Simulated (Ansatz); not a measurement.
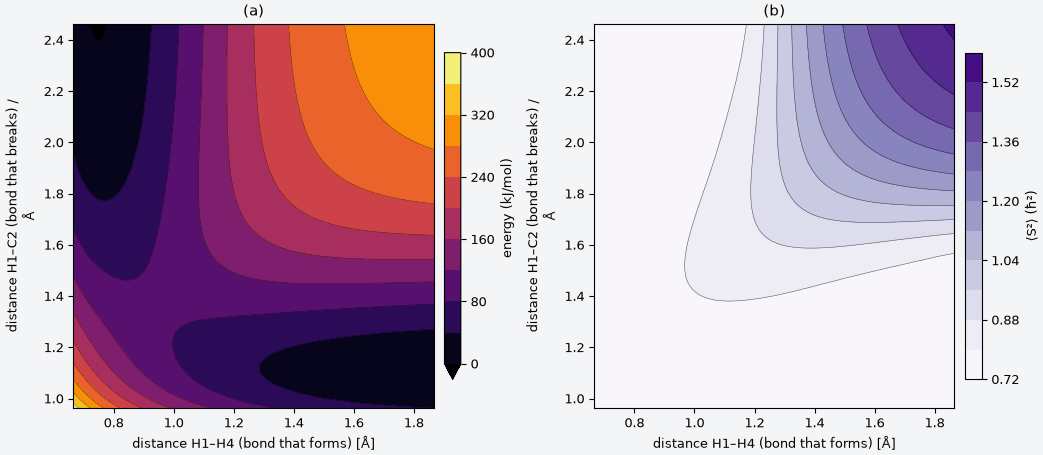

The reacting system CH₇Si (fragments CH₆Si + H where the first distance is long, H₂ + CH₅Si where the second is long), spin multiplicity 2. The first coordinate is: distance H1–H4 (bond that forms); the second: distance H1–C2 (bond that breaks). Relaxed at each point: all other coordinates. The grid has 13 × 13 points. Points are written as (first, second). Energies are in kJ/mol, from the lowest grid point. In part of the range the unrestricted reference is strongly spin-contaminated. The calculation used UHF/def2-SVP (Ansatz 0.2.0).

Panel (a) is the energy; panel (b) is the computed ⟨S²⟩, in ħ².

Drawn: filled contours. Between grid points the surface is interpolated.

Q: How does the ⟨S²⟩ vary over the map, and what is it at the lowest grid point?

A: Leaving out the highest fifth of the energies, it runs from 0.75 ħ² at (1.866 Å, 0.963 Å) to 0.99 ħ² at (1.504 Å, 1.728 Å). At the lowest grid point, (0.720 Å, 2.463 Å), it is 0.76 ħ². That point lies on the edge of the scan.
